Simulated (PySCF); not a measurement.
## Electronic structure of C3H10OSi2 in real space

Input file:

```
{"job": {"kind": "nmr", "xc": "PBE0", "basis": "pcSseg-1"}, "charge": 0, "multiplicity": 1}
C      2.951691    -0.562426     0.416255
C      2.035712    -0.257426    -0.489759
Si     0.200387    -0.686200    -0.355201
O     -0.136221    -1.488095     1.023131
C     -0.789349     0.935447    -0.495872
Si    -2.653170     0.757727    -0.192205
H      2.696083    -1.100022     1.316221
H      3.994832    -0.303749     0.308526
H      2.358186     0.276402    -1.375842
H     -0.193874    -1.680978    -1.348263
H     -0.022805    -1.079047     1.876272
H     -0.386884     1.672502     0.201652
H     -0.632744     1.353832    -1.489301
H     -3.304980     2.056726    -0.402445
H     -2.901872     0.336586     1.190038
H     -3.222592    -0.222335    -1.117475
```

Launched as:

```sh
OMP_NUM_THREADS=1 python probes_run.py task.json out
```

Geometry: GFN2-xTB.

The calculation used PBE0/pcSseg-1, SCF density, gas phase, non-relativistic (PySCF 2.14.0).

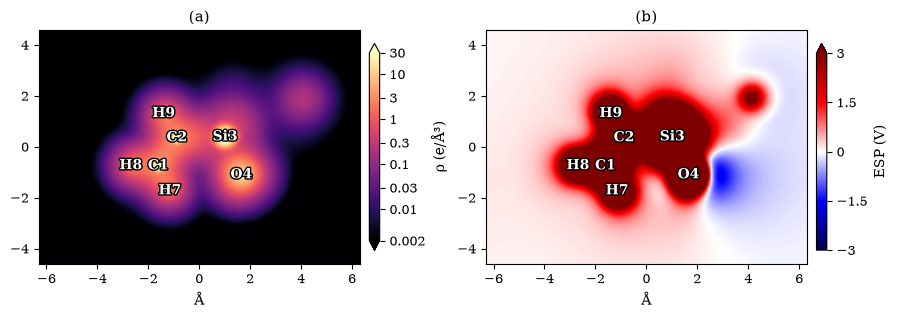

Figure 1. (a) electron density; (b) electrostatic potential on the plane of atoms C2, Si3 and O4.

Q: Describe what can be read from this map.

A: The section cuts through C, Si, O and H sites.
C–C (1.32 Å): ρ is about 2.3 e/Å³ halfway.
Si–O (1.63 Å): the density is about 1.2 e/Å³ at the midpoint.
C–Si (1.89 Å): ρ is about 0.94 e/Å³ halfway.
C–H (1.08 Å): the density is about 2 e/Å³ at the midpoint.
Outside the dense part of the molecule the potential is most negative (−1.6 V) near O4.

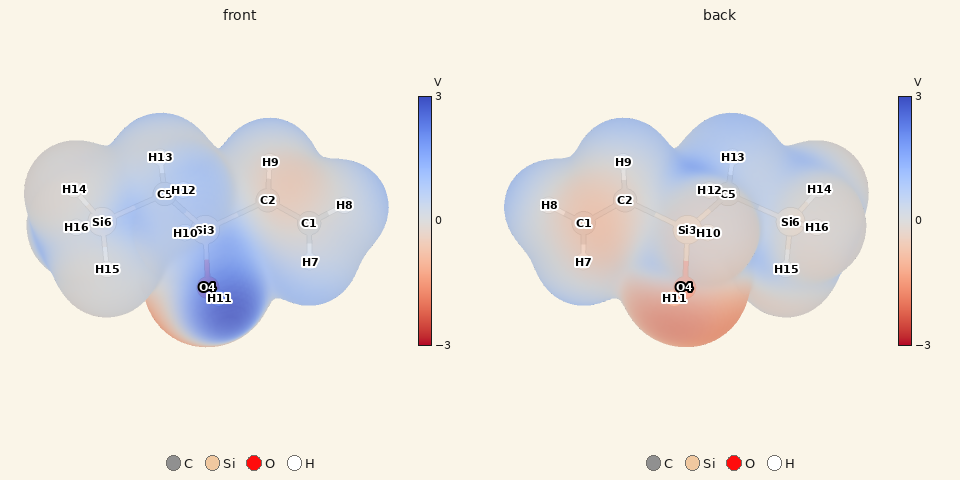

Figure 2. The electrostatic potential painted on the density surface at 0.002 e/bohr³, seen from the front and from behind; red is negative and blue positive.

Q: Which sites attract a positive test charge, and which a negative one?

A: A positive charge is drawn to the negative regions and a negative charge to the positive ones. The most negative region (about −1.5 V) lies over O4, the most positive (about +2.5 V) over H11. O4 is the likeliest acceptor of a hydrogen bond.

Q: How polar is the molecule by this calculation?

A: Its dipole moment is 2.01 D.
